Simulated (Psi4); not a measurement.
**BN2H5 (SMILES NBN): levels of theory compared**

Aim: a comparison of 3 runs (B3LYP/6-31G*, B97-1-D3(BJ)+ATM/6-31G**, CCSD(T)/cc-pVDZ) of BN2H5. 

Program for the calculation: Psi4 1.11.

3 further runs of the same task are left out: 2 that didn't finish, 1 set aside as unsound or not needed.

## 1. Starting point

The species is BN2H5 (8 atoms), meant as a singlet with charge 0. As SMILES, `NBN`. The shape is that of a PBE0-D4/def2-TZVP optimisation.

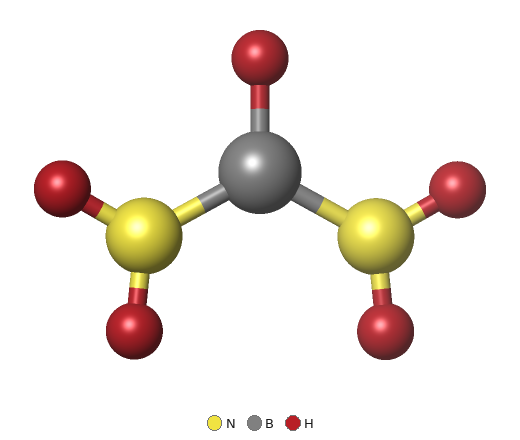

Viewed from a chosen angle; nitrogen yellow, boron grey, hydrogen red.

## 2. The energy at B3LYP/6-31G(d) (Cartesian functions) (run 1)

The input, input.json:

```json
{
 "schema_name": "qcschema_input",
 "schema_version": 1,
 "molecule": {
  "schema_name": "qcschema_molecule",
  "schema_version": 2,
  "symbols": ["N", "B", "N", "H", "H", "H", "H", "H"],
  "geometry": [-1.83492407, 0.97604354, -1.09811985, 0.36698481, 0.73056812, 0.37889009, 1.6028657, -1.59719652, 0.75853607, -2.69626123, -0.46203804, -1.9906375, -2.69078103, 2.64731733, -1.34869754, 1.22775506, 2.58627917, 1.35682336, 3.16850379, -1.73817009, 1.81583783, 1.02990074, -3.25089585, 0.02192082],
  "molecular_charge": 0,
  "molecular_multiplicity": 1,
  "fix_symmetry": "c1",
  "fix_com": true,
  "fix_orientation": true
 },
 "driver": "energy",
 "model": {
  "method": "b3lyp",
  "basis": "6-31G*"
 },
 "keywords": {
  "puream": false,
  "e_convergence": 1e-09,
  "d_convergence": 1e-08,
  "scf_type": "pk",
  "dft_radial_points": 99,
  "dft_spherical_points": 590,
  "scf_properties": ["MULLIKEN_CHARGES", "DIPOLE", "QUADRUPOLE"]
 }
}
```

Run with:

```console
$ psi4 --qcschema input.json -n 1 --memory 1600MB
```

stdout:

```text
[...]
  Running in c1 symmetry.
[...]
  Nuclear repulsion =   68.852594849825280
[...]
  Multiplicity = 1
[...]
  Nalpha       = 12
  Nbeta        = 12
[...]
    Number of basis functions: 55
[...]
   @RKS iter   1:  -137.05013112969911   -1.83193e-01   1.71657e-02 DIIS/ADIIS
[...]
   @RKS iter  10:  -137.43856159301825   -4.11262e-11   4.50438e-09 DIIS
[...]
    Orbital Energies [Eh]
    ---------------------
    Doubly Occupied:
       1A    -14.299867     2A    -14.299863     3A     -6.721319
       4A     -0.852038     5A     -0.823578     6A     -0.509029
       7A     -0.500930     8A     -0.475927     9A     -0.410988
      10A     -0.322023    11A     -0.294914    12A     -0.224483
[...]
  @RKS Final Energy:  -137.43856159301825
   => Energetics <=
    Nuclear Repulsion Energy =             68.8525948498252802
    One-Electron Energy =                -321.5719193429147822
    Two-Electron Energy =                 131.3330541166557168
    DFT Exchange-Correlation Energy =     -16.0522912165844431
    Empirical Dispersion Energy =           0.0000000000000000
    VV10 Nonlocal Energy =                  0.0000000000000000
    Total Energy =                       -137.4385615930182496
[...]
 Multipole Moments:
 ------------------------------------------------------------------------------------
     Multipole            Electronic (a.u.)      Nuclear  (a.u.)        Total (a.u.)
 ------------------------------------------------------------------------------------
 L = 1.  Multiply by 2.5417464519 to convert [e a0] to [Debye]
 Dipole X            :         -0.4717569            0.2496328           -0.2221241
 Dipole Y            :          0.4339506           -0.9127377           -0.4787871
 Dipole Z            :          0.3752401           -0.6273890           -0.2521489
 Magnitude           :                                                    0.5849404
 L = 2.  Multiply by 1.3450342976 to convert [e a0^2] to [Debye ang]
 Quadrupole XX       :        -81.4132898           69.3438843          -12.0694055
 Quadrupole XY       :         39.0555647          -40.6746213           -1.6190567
[...]
  Mulliken Charges: (a.u.)
   Center  Symbol    Alpha    Beta     Spin     Total
       1     N     3.86901  3.86901  0.00000 -0.73801
       2     B     2.34221  2.34221  0.00000  0.31559
       3     N     3.86900  3.86900  0.00000 -0.73801
       4     H     0.35004  0.35004  0.00000  0.29992
       5     H     0.34167  0.34167  0.00000  0.31666
       6     H     0.53638  0.53638  0.00000 -0.07275
       7     H     0.34167  0.34167  0.00000  0.31665
       8     H     0.35002  0.35002  0.00000  0.29995
   Total alpha = 12.00000, Total beta = 12.00000, Total charge =  0.00000
[...]
```

The result, in JSON:

```text
{
 "driver": "energy",
 "model": {
  "method": "b3lyp",
  "basis": "6-31G*"
 },
 "success": true,
 "return_result": -137.43856159301825,
 "properties": {
  "calcinfo_nbasis": 55,
  "calcinfo_nmo": 55,
  "calcinfo_nalpha": 12,
  "calcinfo_nbeta": 12,
  "calcinfo_natom": 8,
  "nuclear_repulsion_energy": 68.85259484982528,
  "return_energy": -137.43856159301825,
  "scf_one_electron_energy": -321.5719193429148,
  "scf_two_electron_energy": 131.33305411665572,
  "scf_xc_energy": -16.052291216584443,
  "scf_dipole_moment": [-0.22212408308474507, -0.4787871153679588, -0.25214889420621056],
  "scf_total_energy": -137.43856159301825,
  "scf_iterations": 10
 }
}
```

Run time: 11 s. Hardware: 1 thread of Intel Xeon Platinum 8488C (Sapphire Rapids), shared host; peak memory 0.91 GiB.

## 3. A single-point energy at B97-1-D3(BJ)+ATM/6-31G(d,p) (Cartesian functions, ddPCM cyclohexane) (run 2)

The input, input.in:

```
memory 1.6 GB

molecule {
  0 1
  N     -0.971000     0.516500    -0.581100
  B      0.194200     0.386600     0.200500
  N      0.848200    -0.845200     0.401400
  H     -1.426800    -0.244500    -1.053400
  H     -1.423900     1.400900    -0.713700
  H      0.649700     1.368600     0.718000
  H      1.676700    -0.919800     0.960900
  H      0.545000    -1.720300     0.011600
  units angstrom
  symmetry c1
  no_reorient
  no_com
}

set globals {
  basis         6-31G**
  scf_type      pk
  ddx           true
  ddx_model     pcm
  ddx_solvent   cyclohexane
  ddx_radii_set uff
}

energy_value, wavefunction = energy('b97-1-d3bjatm', return_wfn=True)
```

Run with:

```console
$ psi4 input.in input.out -n 1
```

input.out:

```text
[...]
  Running in c1 symmetry.
[...]
  Nuclear repulsion =   68.852594815844668
[...]
  Multiplicity = 1
[...]
  Nalpha       = 12
  Nbeta        = 12
[...]
    Number of basis functions: 70
[...]
   @RKS iter   1:  -137.07028585899386   -2.48607e-01   1.26628e-02 ADIIS/DIIS
[...]
   @RKS iter   7:  -137.41289018868275   -1.18083e-07   6.87954e-07 DIIS
[...]
    Orbital Energies [Eh]
    ---------------------
    Doubly Occupied:
       1A    -14.313725     2A    -14.313709     3A     -6.726904
       4A     -0.856783     5A     -0.827460     6A     -0.510862
       7A     -0.499466     8A     -0.473675     9A     -0.410076
      10A     -0.323439    11A     -0.298412    12A     -0.226639
[...]
  @RKS Final Energy:  -137.41289018868275
   => Energetics <=
    Nuclear Repulsion Energy =             68.8525948158446681
    One-Electron Energy =                -321.5918293223875253
    Two-Electron Energy =                 131.1533072916928973
    DFT Exchange-Correlation Energy =     -15.8208148591147495
    Empirical Dispersion Energy =          -0.0038910306171322
    VV10 Nonlocal Energy =                  0.0000000000000000
    DD Solvation Energy =                 -0.0022570841009376
    Total Energy =                       -137.4128901886827805
[...]
 Multipole Moments:
 ------------------------------------------------------------------------------------
     Multipole            Electronic (a.u.)      Nuclear  (a.u.)        Total (a.u.)
 ------------------------------------------------------------------------------------
 L = 1.  Multiply by 2.5417464519 to convert [e a0] to [Debye]
 Dipole X            :         -0.4905712            0.2496328           -0.2409384
 Dipole Y            :          0.3931714           -0.9127377           -0.5195663
 Dipole Z            :          0.3539348           -0.6273891           -0.2734543
 Magnitude           :                                                    0.6346477
[...]
```

Run time: 12 s. Hardware: 1 thread of Intel Xeon Platinum 8488C (Sapphire Rapids), shared host; peak memory 0.6 GiB.

## 4. The energy at CCSD(T)/cc-pVDZ (run 3)

The input, job.json:

```json
{
  "schema_name": "qcschema_input",
  "schema_version": 1,
  "molecule": {
    "schema_name": "qcschema_molecule",
    "schema_version": 2,
    "symbols": ["N", "B", "N", "H", "H", "H", "H", "H"],
    "geometry": [-1.83492407, 0.97604354, -1.09811985, 0.36698481, 0.73056812, 0.37889009, 1.6028657, -1.59719652, 0.75853607, -2.69626123, -0.46203804, -1.9906375, -2.69078103, 2.64731733, -1.34869754, 1.22775506, 2.58627917, 1.35682336, 3.16850379, -1.73817009, 1.81583783, 1.02990074, -3.25089585, 0.02192082],
    "molecular_charge": 0,
    "molecular_multiplicity": 1,
    "fix_symmetry": "c1",
    "fix_com": true,
    "fix_orientation": true
  },
  "driver": "energy",
  "model": {
    "method": "ccsd(t)",
    "basis": "cc-pVDZ"
  },
  "keywords": {
    "reference": "rhf",
    "puream": true,
    "e_convergence": 1e-09,
    "d_convergence": 1e-08,
    "scf_type": "pk",
    "num_frozen_docc": 3
  }
}
```

Run with:

```console
$ psi4 --qcschema job.json -n 1 --memory 1600MB
```

stdout:

```text
[...]
  Running in c1 symmetry.
[...]
  Nuclear repulsion =   68.852594849825280
[...]
  Multiplicity = 1
[...]
  Nalpha       = 12
  Nbeta        = 12
[...]
    Number of basis functions: 67
[...]
   @RHF iter   1:  -136.44758248253865   -7.35611e-01   7.91993e-03 ADIIS/DIIS
[...]
   @RHF iter  10:  -136.58679523987433   -8.58336e-12   8.16187e-09 DIIS
[...]
    Orbital Energies [Eh]
    ---------------------
    Doubly Occupied:
       1A    -15.527078     2A    -15.527062     3A     -7.581660
       4A     -1.151062     5A     -1.112336     6A     -0.704743
       7A     -0.674661     8A     -0.643852     9A     -0.577837
      10A     -0.473328    11A     -0.452045    12A     -0.369319
[...]
  @RHF Final Energy:  -136.58679523987433
   => Energetics <=
    Nuclear Repulsion Energy =             68.8525948498252802
    One-Electron Energy =                -321.2888125276468827
    Two-Electron Energy =                 115.8494224379472826
    Total Energy =                       -136.5867952398743341
[...]
 Multipole Moments:
 ------------------------------------------------------------------------------------
     Multipole            Electronic (a.u.)      Nuclear  (a.u.)        Total (a.u.)
 ------------------------------------------------------------------------------------
 L = 1.  Multiply by 2.5417464519 to convert [e a0] to [Debye]
 Dipole X            :         -0.4521174            0.2496328           -0.2024847
 Dipole Y            :          0.4762626           -0.9127377           -0.4364752
 Dipole Z            :          0.3975357           -0.6273890           -0.2298534
 Magnitude           :                                                    0.5332384
[...]
      * MP2 total energy                      = -137.017357920996233
[...]
      * CCSD total energy                     = -137.049620951849960
[...]
      * CCSD(T) total energy                  = -137.061305664359594
[...]
```

The result, in JSON:

```text
{
 "driver": "energy",
 "model": {
  "method": "ccsd(t)",
  "basis": "cc-pVDZ"
 },
 "success": true,
 "return_result": -137.0613056643596,
 "properties": {
  "calcinfo_nbasis": 67,
  "calcinfo_nmo": 67,
  "calcinfo_nalpha": 12,
  "calcinfo_nbeta": 12,
  "calcinfo_natom": 8,
  "nuclear_repulsion_energy": 68.85259484982528,
  "return_energy": -137.0613056643596,
  "scf_one_electron_energy": -321.2888125276469,
  "scf_two_electron_energy": 115.84942243794728,
  "scf_dipole_moment": [-0.2024846505224317, -0.4364751835025185, -0.2298533568502672],
  "scf_total_energy": -136.58679523987433,
  "scf_iterations": 10,
  "mp2_same_spin_correlation_energy": -0.10377783006888402,
  "mp2_opposite_spin_correlation_energy": -0.32678485105202865,
  "mp2_singles_energy": -1.7488656380610827e-28,
  "mp2_doubles_energy": -0.43056268112091267,
  "mp2_correlation_energy": -0.43056268112091267,
  "mp2_total_energy": -137.01735792099623,
  "ccsd_same_spin_correlation_energy": -0.09518243931028864,
  "ccsd_opposite_spin_correlation_energy": -0.3676432726643308,
  "ccsd_singles_energy": 0.0,
  "ccsd_doubles_energy": -0.4628257119746194,
  "ccsd_correlation_energy": -0.4628257119746194,
  "ccsd_total_energy": -137.04962095184996,
  "ccsd_iterations": 13,
  "ccsd_prt_pr_correlation_energy": -0.4745104244842648,
  "ccsd_prt_pr_total_energy": -137.0613056643596
 }
}
```

Run time: 13 s. Hardware: 1 thread of Intel Xeon Platinum 8488C (Sapphire Rapids), shared host; peak memory 0.36 GiB.

## 5. The series

```
run                                                              level         integration grid  SCF convergence threshold  energy (Eh)  dipole moment (D)  HOMO energy (eV)  LUMO energy (eV)  wall time
  1                                 B3LYP/6-31G* (Cartesian functions)  99 radial × 590 angular                      1e-09  -137.438562               1.49             -6.11              2.40       11 s
  2  B97-1-D3(BJ)+ATM/6-31G** (Cartesian functions, ddPCM cyclohexane)  75 radial × 302 angular                          –  -137.412890               1.61             -6.17              2.58       12 s
  3                                                    CCSD(T)/cc-pVDZ                        –                      1e-09  -137.061306                  –            -10.05              5.20       13 s
```

## 6. Results

| quantity | value |
| --- | --- |
| run 3: total energy | -137.06131 Eh |
| run 3: HOMO energy (Hartree–Fock orbitals) | -10.05 eV |
| run 3: LUMO energy (Hartree–Fock orbitals) | 5.20 eV |
| run 3: HOMO–LUMO gap (Hartree–Fock orbitals) | 15.25 eV |
| run 3: correlation energy (3 core orbitals frozen) | -474.5 mEh |
| run 3: (T) correction | -11.68 mEh |
| run 3: T1 diagnostic | 0.012 |

What this shows: Totals of different functionals can't be ranked against each other. All runs together took 36 s, the longest 13 s.
